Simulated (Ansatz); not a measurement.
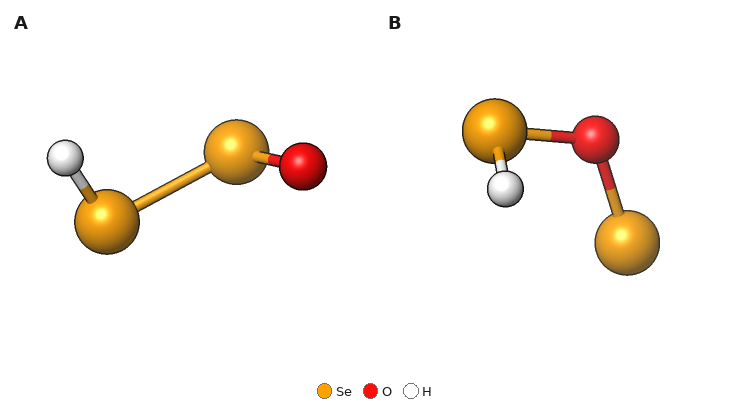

2 stationary structures of one formula. The species has charge −1 and is a spin singlet. Geometries: PBE0-D4/def2-TZVPD. Electronic energies: PBE0-D4/def2-TZVPD (Ansatz 0.2.0), without zero-point energy. No frequency run is at hand to confirm each as a minimum.

### Rank them by energy, lowest first.

A is lowest (C1); B lies 0.871 eV above it (C1).
